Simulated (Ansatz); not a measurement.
## Run report: ZrHClF$_{4}$, geometry relaxation

ZrHClF$_{4}$, computed with RKS r2SCAN/def2-SVP (Ansatz 0.2.0).

The input holds or restrains some coordinates. It belongs to a series of runs on one base structure; here: pulled along the bonds that form and break, towards end A. Figures and captions count atoms from 1; the log counts them from 0 in places.

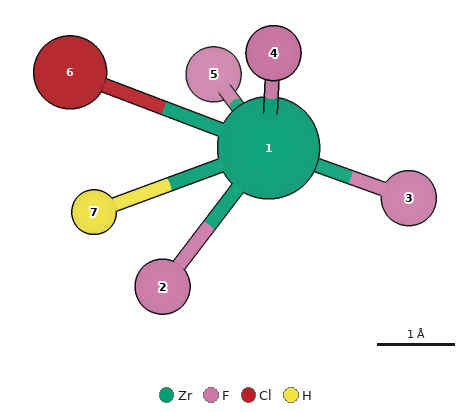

The structure as given in the input (ball-and-stick view, seen at a tilt; atoms are numbered from 1 in the order of the input). Sticks mark near contacts.

The input:
```yaml
crystal:
  periodic: [false, false, false]
  atoms:
    - { symbol: Zr, position_ang: [0.0, 0.0, 0.0] }
    - { symbol: F, position_ang: [0.0, 0.0, 2.33] }
    - { symbol: F, position_ang: [1.8671, 0.0, -0.6593] }
    - { symbol: F, position_ang: [-0.9326, 1.6157, -0.6593] }
    - { symbol: F, position_ang: [-0.9326, -1.6157, -0.6593] }
    - { symbol: Cl, position_ang: [-2.6761, 0.0, 0.8892] }
    - { symbol: H, position_ang: [-1.3106, 0.0, 2.1347] }
basis:
  gaussian: { orbitals: def2-SVP }
hamiltonian:
  xc: r2scan
relax:
  f_tol: 0.15
  max_steps: 25
  restrain:
    - { distance: [0, 5], at: 3.72, k: 30.0 }
    - { distance: [6, 1], at: 2.12, k: 30.0 }
    - { distance: [0, 1], at: 1.98, k: 30.0 }
    - { distance: [6, 5], at: 1.37, k: 30.0 }
output:
  orbitals: {}
```

Hardware: 4 threads of Arm Neoverse V2, 24 GiB of memory available, shared host.

Run as:
```bash
ansatz run input.yaml --threads 4 --pin off --max-ram 5120MiB --backend cpu --events-out ev --progress --plain --runs-dir out
```

What the program printed:
```
The last accepted step is kept in [file] (removed where the run ends without a failure and the disk answers)
Engine: ansatz 0.2.0, aarch64-unknown-linux-gnu
Functional definition: r2SCAN
  parameter k0 = 0.174
  parameter k1 = 0.065
  parameter a1 = 4.9479
  exchange = r2scan_x(k0 = k0, k1 = k1, a1 = a1)
  correlation = r2scan_c
1123 factors; their error is unknown
mean field evaluation 1: about -24668.7916 eV, gradient 6.9e1 eV
mean field evaluation 2: about -24465.2499 eV, gradient 3.4e2 eV
mean field evaluation 4: about -24675.5365 eV, gradient 3.2e1 eV
mean field evaluation 8: about -24677.3558 eV, gradient 2.7e-1 eV
mean field evaluation 16: about -24677.3079 eV, gradient 1.7e-4 eV
mean field -24677.30786265 eV, -906.8743370724 hartree, gradient 1.2e-5 eV, S^2 0.000000; 0 other end points of the search recorded, 0 dependent functions left out
the calculation of the forces begins
reference -24677.30789414 eV, -906.8743382294 hartree; 33, 33 occupied and 77, 77 virtual orbitals, 1123 factors
relax step   1: F+E_penalty+E_count = -24677.30786265 eV  Δ(F+E_penalty+E_count) = +0.000e0 eV  max|allowed force component| = 2.521e0 eV/Å  E_restraint = 26.89738130 eV  max|allowed force component, restraints' pulls added| = 3.397e1 eV/Å  Δτ_max = 0.0000 Å  (34 SCF iters, accepted)
  distance Zr 0 - Cl 5 = 2.8200 Å
  distance H 6 - F 1 = 1.3251 Å
  distance Zr 0 - F 1 = 2.3300 Å
  distance H 6 - Cl 5 = 1.8482 Å
these checks for a lower state are left out or cut short: starts, cluster_reference, orbital_swaps, neighbouring_geometries, increment
1123 factors; their error is unknown
mean field -24677.50451073 eV, -906.8815637562 hartree, gradient 1.2e-5 eV, S^2 0.000000; 0 other end points of the search recorded, 0 dependent functions left out
the calculation of the forces begins
reference -24677.50454163 eV, -906.8815648916 hartree; 33, 33 occupied and 77, 77 virtual orbitals, 1123 factors
relax step   2: F+E_penalty+E_count = -24677.50451073 eV  Δ(F+E_penalty+E_count) = -1.966e-1 eV  max|allowed force component| = 5.172e0 eV/Å  E_restraint = 12.15304052 eV  max|allowed force component, restraints' pulls added| = 2.433e1 eV/Å  Δτ_max = 0.1949 Å  (39 SCF iters, accepted)
  distance Zr 0 - Cl 5 = 3.0945 Å
  distance H 6 - F 1 = 1.5921 Å
  distance Zr 0 - F 1 = 2.2267 Å
  distance H 6 - Cl 5 = 1.6517 Å
these checks for a lower state are left out or cut short: starts, cluster_reference, orbital_swaps, neighbouring_geometries, increment
1123 factors; their error is unknown
mean field evaluation 32: about -24678.1385 eV, gradient 4.5e-3 eV
mean field -24678.09445083 eV, -906.9032436549 hartree, gradient 1.7e-5 eV, S^2 0.000000; 0 other end points of the search recorded, 0 dependent functions left out
the calculation of the forces begins
reference -24678.09448134 eV, -906.9032447762 hartree; 33, 33 occupied and 77, 77 virtual orbitals, 1123 factors
relax step   3: F+E_penalty+E_count = -24678.09445083 eV  Δ(F+E_penalty+E_count) = -5.899e-1 eV  max|allowed force component| = 6.515e0 eV/Å  E_restraint = 4.15177367 eV  max|allowed force component, restraints' pulls added| = 1.219e1 eV/Å  Δτ_max = 0.1922 Å  (40 SCF iters, accepted)
  distance Zr 0 - Cl 5 = 3.2838 Å
  distance H 6 - F 1 = 1.8826 Å
  distance Zr 0 - F 1 = 2.1169 Å
  distance H 6 - Cl 5 = 1.4769 Å
these checks for a lower state are left out or cut short: starts, cluster_reference, orbital_swaps, neighbouring_geometries, increment
1123 factors; their error is unknown
mean field -24678.94936069 eV, -906.9346610127 hartree, gradient 2.2e-5 eV, S^2 0.000000; 0 other end points of the search recorded, 0 dependent functions left out
the calculation of the forces begins
reference -24678.94939080 eV, -906.9346621192 hartree; 33, 33 occupied and 77, 77 virtual orbitals, 1123 factors
relax step   4: F+E_penalty+E_count = -24678.94936069 eV  Δ(F+E_penalty+E_count) = -8.549e-1 eV  max|allowed force component| = 4.615e0 eV/Å  E_restraint = 0.65203554 eV  max|allowed force component, restraints' pulls added| = 4.173e0 eV/Å  Δτ_max = 0.1949 Å  (37 SCF iters, accepted)
  distance Zr 0 - Cl 5 = 3.5126 Å
  distance H 6 - F 1 = 2.1033 Å
  distance Zr 0 - F 1 = 1.9924 Å
  distance H 6 - Cl 5 = 1.3664 Å
these checks for a lower state are left out or cut short: starts, cluster_reference, orbital_swaps, neighbouring_geometries, increment
1123 factors; their error is unknown
mean field -24679.31856637 eV, -906.9482290713 hartree, gradient 8.2e-5 eV, S^2 0.000000; 0 other end points of the search recorded, 0 dependent functions left out
the calculation of the forces begins
reference -24679.31859629 eV, -906.9482301707 hartree; 33, 33 occupied and 77, 77 virtual orbitals, 1123 factors
relax step   5: F+E_penalty+E_count = -24679.31856637 eV  Δ(F+E_penalty+E_count) = -3.692e-1 eV  max|allowed force component| = 1.314e0 eV/Å  E_restraint = 0.04690312 eV  max|allowed force component, restraints' pulls added| = 6.766e-1 eV/Å  Δτ_max = 0.1931 Å  (35 SCF iters, accepted)
  distance Zr 0 - Cl 5 = 3.6887 Å
  distance H 6 - F 1 = 2.1409 Å
  distance Zr 0 - F 1 = 1.9528 Å
  distance H 6 - Cl 5 = 1.3389 Å
these checks for a lower state are left out or cut short: starts, cluster_reference, orbital_swaps, neighbouring_geometries, increment
1123 factors; their error is unknown
mean field -24679.37681917 eV, -906.9503698221 hartree, gradient 2.2e-5 eV, S^2 0.000000; 0 other end points of the search recorded, 0 dependent functions left out
the calculation of the forces begins
reference -24679.37684917 eV, -906.9503709246 hartree; 33, 33 occupied and 77, 77 virtual orbitals, 1123 factors
relax step   6: F+E_penalty+E_count = -24679.37681917 eV  Δ(F+E_penalty+E_count) = -5.825e-2 eV  max|allowed force component| = 1.303e0 eV/Å  E_restraint = 0.03011890 eV  max|allowed force component, restraints' pulls added| = 6.646e-1 eV/Å  Δτ_max = 0.1965 Å  (36 SCF iters, accepted)
  distance Zr 0 - Cl 5 = 3.7148 Å
  distance H 6 - F 1 = 2.1440 Å
  distance Zr 0 - F 1 = 1.9551 Å
  distance H 6 - Cl 5 = 1.3420 Å
these checks for a lower state are left out or cut short: starts, cluster_reference, orbital_swaps, neighbouring_geometries, increment
1123 factors; their error is unknown
mean field evaluation 64: about -24679.3963 eV, gradient 3.1e0 eV
mean field -24679.39381782 eV, -906.9509945108 hartree, gradient 1.7e-5 eV, S^2 0.000000; 0 other end points of the search recorded, 0 dependent functions left out
the calculation of the forces begins
reference -24679.39384791 eV, -906.9509956168 hartree; 33, 33 occupied and 77, 77 virtual orbitals, 1123 factors
relax step   7: F+E_penalty+E_count = -24679.39381782 eV  Δ(F+E_penalty+E_count) = -1.700e-2 eV  max|allowed force component| = 1.317e0 eV/Å  E_restraint = 0.02144002 eV  max|allowed force component, restraints' pulls added| = 5.849e-1 eV/Å  Δτ_max = 0.0580 Å  (30 SCF iters, accepted)
  distance Zr 0 - Cl 5 = 3.7179 Å
  distance H 6 - F 1 = 2.1283 Å
  distance Zr 0 - F 1 = 1.9549 Å
  distance H 6 - Cl 5 = 1.3430 Å
these checks for a lower state are left out or cut short: starts, cluster_reference, orbital_swaps, neighbouring_geometries, increment
1123 factors; their error is unknown
mean field -24679.42326586 eV, -906.9520767063 hartree, gradient 1.8e-5 eV, S^2 0.000000; 0 other end points of the search recorded, 0 dependent functions left out
the calculation of the forces begins
reference -24679.42329608 eV, -906.9520778168 hartree; 33, 33 occupied and 77, 77 virtual orbitals, 1123 factors
relax step   8: F+E_penalty+E_count = -24679.42326586 eV  Δ(F+E_penalty+E_count) = -2.945e-2 eV  max|allowed force component| = 1.104e0 eV/Å  E_restraint = 0.03072471 eV  max|allowed force component, restraints' pulls added| = 2.944e-2 eV/Å  Δτ_max = 0.0927 Å  (29 SCF iters, accepted)
  distance Zr 0 - Cl 5 = 3.7133 Å
  distance H 6 - F 1 = 2.1197 Å
  distance Zr 0 - F 1 = 1.9548 Å
  distance H 6 - Cl 5 = 1.3330 Å
1123 factors; their error is unknown
mean field evaluation 96: about -24679.4233 eV, gradient 6.8e-5 eV
```

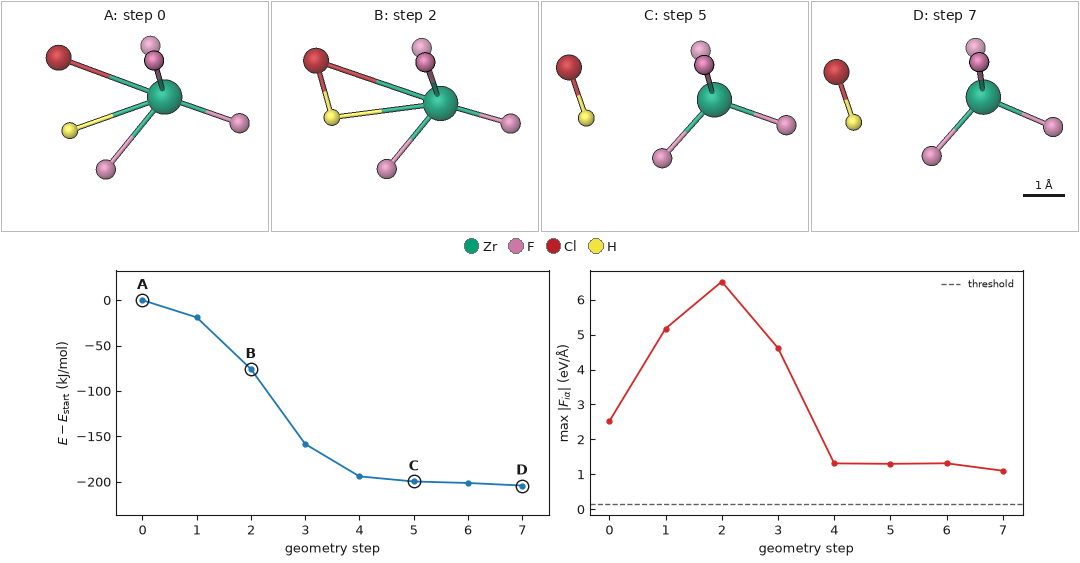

Frames of the restrained relaxation (ball-and-stick view, seen on its broad side) above the curves, on which the letters mark them (the first geometry is step 0 here and step 1 in the log).

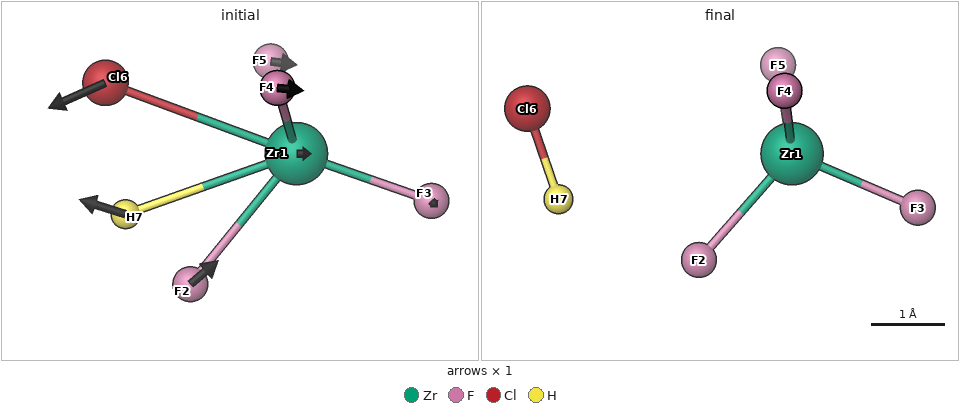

Before (left) and after (right) the restrained relaxation, at one scale (ball-and-stick view, seen on its broad side). The black arrows give the displacements, at true length. The largest move after the best rigid fit is that of Cl6, 0.88 Å. Largest moves by element: Cl 0.88 Å, H 0.68 Å, F 0.52 Å, Zr 0.22 Å. Distances before and after: Zr1–Cl6 2.820 → 3.713 Å, Zr1–H7 2.505 → 3.288 Å, Cl6–H7 1.848 → 1.333 Å, Zr1–F2 2.330 → 1.955 Å. New bonds form: Cl6–H7 (1.85 → 1.33 Å). Bonds break: Zr1–Cl6 (2.82 → 3.71 Å). Among the angles that change: F3–Zr1–F4 109.5° → 107.1°, F2–Zr1–F4 109.5° → 111.6°. After 7 geometry steps the energy has fallen by 204.1 kJ/mol. The largest force component goes from 2.5 to 1.1 eV/Å. (Atoms are counted from 1 in the order of the input.)

```
mean field -24679.42326586 eV, -906.9520767063 hartree, gradient 1.8e-5 eV, S^2 0.000000; 1 other end points of the search recorded, 0 dependent functions left out
the calculation of the forces begins
reference -24679.42329608 eV, -906.9520778168 hartree; 33, 33 occupied and 77, 77 virtual orbitals, 1123 factors
Total energy: -24679.42329608 eV, -906.9520778168 hartree
Atom 0 at     0.184573    -0.000000    -0.115140 Å, force    -0.230700     0.000000     0.837867 eV/Å
Atom 1 at     0.061797    -0.000000     1.835819 Å, force     0.012234    -0.000000    -0.737506 eV/Å
Atom 2 at     2.022456    -0.000000    -0.575796 Å, force     0.007981    -0.000000     0.005569 eV/Å
Atom 3 at    -0.576401     1.568475    -0.861003 Å, force    -0.001658     0.005733    -0.012673 eV/Å
Atom 4 at    -0.576401    -1.568475    -0.861003 Å, force    -0.001658    -0.005733    -0.012673 eV/Å
Atom 5 at    -3.105183    -0.000000     1.607177 Å, force     1.104375    -0.000000     0.507227 eV/Å
Atom 6 at    -1.995641     0.000000     2.345946 Å, force    -0.890573    -0.000000    -0.587811 eV/Å
Dipole moment:     0.130949     0.000000     0.153138 e Å
```

Trajectory as extended XYZ (Å, eV, eV/Å), 8 frames, from step=1 to step=8:
```
7
Properties=species:S:1:pos:R:3:forces:R:3 step=1 energy=-24677.30786
Zr    0.0000    0.0000    0.0000   -2.5211   0.0000  -0.0907
F     0.0000    0.0000    2.3300   -1.8847   0.0000  -2.4884
F     1.8671    0.0000   -0.6593   -1.9409   0.0000   0.7552
F    -0.9326    1.6157   -0.6593    2.0640  -1.6890   0.3241
F    -0.9326   -1.6157   -0.6593    2.0640   1.6890   0.3241
Cl   -2.6761    0.0000    0.8892    2.0011   0.0000   2.0902
H    -1.3106    0.0000    2.1347    0.2176   0.0000  -0.9146
7
Properties=species:S:1:pos:R:3:forces:R:3 step=2 energy=-24677.50451
Zr    0.1323    0.0000    0.0147   -5.1716   0.0000   1.2116
F     0.0944    0.0000    2.2411   -0.6181   0.0000  -3.0241
F     1.8723    0.0000   -0.6600    0.5144   0.0000  -0.1805
F    -0.9043    1.5907   -0.6525    2.1930  -2.0342   0.6676
F    -0.9043   -1.5907   -0.6525    2.1930   2.0342   0.6676
Cl   -2.7891    0.0000    1.0351    2.8253   0.0000   2.3477
H    -1.4862    0.0000    2.0502   -1.9360   0.0000  -1.6900
7
Properties=species:S:1:pos:R:3:forces:R:3 step=3 energy=-24678.09445
Zr    0.2160    0.0000    0.0328   -6.5150   0.0000   1.7574
F     0.2048    0.0000    2.1496   -0.1096   0.0000  -2.9618
F     1.8939    0.0000   -0.6681    2.1613   0.0000  -0.8733
F    -0.8766    1.5639   -0.6416    2.1221  -1.9951   0.8112
F    -0.8766   -1.5639   -0.6416    2.1221   1.9951   0.8112
Cl   -2.8743    0.0000    1.1435    2.6944   0.0000   2.0173
H    -1.6720    0.0000    2.0014   -2.4754   0.0000  -1.5619
7
Properties=species:S:1:pos:R:3:forces:R:3 step=4 energy=-24678.94936
Zr    0.2685    0.0000    0.0246   -4.6150   0.0000   0.8527
F     0.2640    0.0000    2.0170   -0.0049   0.0000  -1.5928
F     1.9625    0.0000   -0.6957    1.6278   0.0000  -0.6486
F    -0.8148    1.5144   -0.6183    1.4432  -1.2264   0.5590
F    -0.8148   -1.5144   -0.6183    1.4432   1.2264   0.5590
Cl   -3.0112    0.0000    1.2822    1.7304   0.0000   1.0002
H    -1.8391    0.0000    1.9845   -1.6246   0.0000  -0.7296
7
Properties=species:S:1:pos:R:3:forces:R:3 step=5 energy=-24679.31857
Zr    0.2538    0.0000   -0.0443   -0.4472   0.0000   1.0466
F     0.2050    0.0000    1.9079   -0.0294   0.0000  -0.7583
F     2.0302    0.0000   -0.7078    0.1636   0.0000  -0.0673
F    -0.7096    1.5081   -0.6342    0.0626   0.3118  -0.1690
F    -0.7096   -1.5081   -0.6342    0.0626  -0.3118  -0.1690
Cl   -3.1233    0.0000    1.4394    1.3144   0.0000   0.5333
H    -1.9313    0.0000    2.0490   -1.1266   0.0000  -0.4163
7
Properties=species:S:1:pos:R:3:forces:R:3 step=6 energy=-24679.37682
Zr    0.2422    0.0000   -0.0847   -0.5196   0.0000   0.8208
F     0.1185    0.0000    1.8665    0.0911   0.0000  -0.8076
F     2.0488    0.0000   -0.6843   -0.1003   0.0000   0.0713
F    -0.6418    1.5504   -0.7292    0.1608  -0.0500  -0.0394
F    -0.6418   -1.5504   -0.7292    0.1608   0.0500  -0.0394
Cl   -3.1170    0.0000    1.5014    1.3026   0.0000   0.6727
H    -1.9935    0.0000    2.2354   -1.0953   0.0000  -0.6783
7
Properties=species:S:1:pos:R:3:forces:R:3 step=7 energy=-24679.39382
Zr    0.2198    0.0000   -0.0947   -0.2485   0.0000   0.7405
F     0.0883    0.0000    1.8558    0.0787   0.0000  -0.7813
F     2.0406    0.0000   -0.6594   -0.2225   0.0000   0.1197
F    -0.6089    1.5661   -0.7743    0.0891  -0.0673  -0.0203
F    -0.6089   -1.5661   -0.7743    0.0891   0.0673  -0.0203
Cl   -3.1185    0.0000    1.5418    1.3173   0.0000   0.6659
H    -1.9972    0.0000    2.2810   -1.1033   0.0000  -0.7042
7
Properties=species:S:1:pos:R:3:forces:R:3 step=8 energy=-24679.42327
Zr    0.1846    0.0000   -0.1151   -0.2307   0.0000   0.8379
F     0.0618    0.0000    1.8358    0.0122   0.0000  -0.7375
F     2.0225    0.0000   -0.5758    0.0080   0.0000   0.0056
F    -0.5764    1.5685   -0.8610   -0.0017   0.0057  -0.0127
F    -0.5764   -1.5685   -0.8610   -0.0017  -0.0057  -0.0127
Cl   -3.1052    0.0000    1.6072    1.1044   0.0000   0.5072
H    -1.9956    0.0000    2.3459   -0.8906   0.0000  -0.5878
```

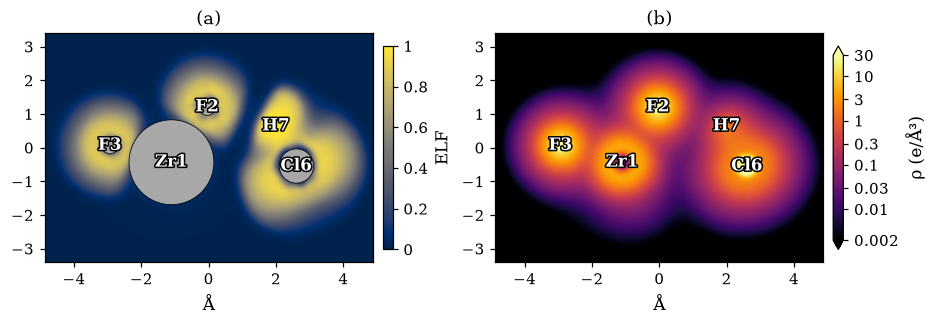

(a) electron localisation function; (b) total electron density on the plane of atoms F2, Zr1 and F3. Grey discs, where drawn, cover atomic cores. Zr1···Cl6 (3.71 Å): ρ is about 0.04 e/Å³ halfway; the ELF is only about 0 between them (a non-bonded, intermolecular contact).

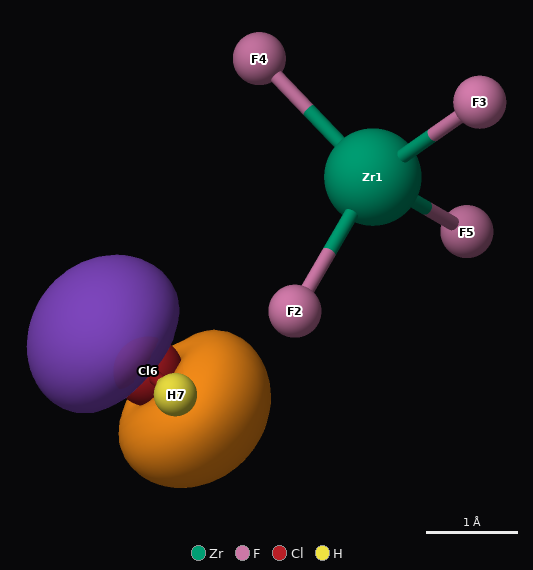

The HOMO at ±0.2 Å⁻³ᐟ² (orange and purple are the two phases), seen at an oblique angle. Its energy is −8.37 eV.

Key numbers:

```csv
quantity,value
outcome,converged under the restraints of the input
total energy,−24679.4233 eV
mean-field energy,−24679.4233 eV
"largest force (length of the vector) at the end, held atoms and coordinates included",1.215 eV/Å
wall time,21 s (CPU time 80 s)
peak memory,0.2 GiB
```
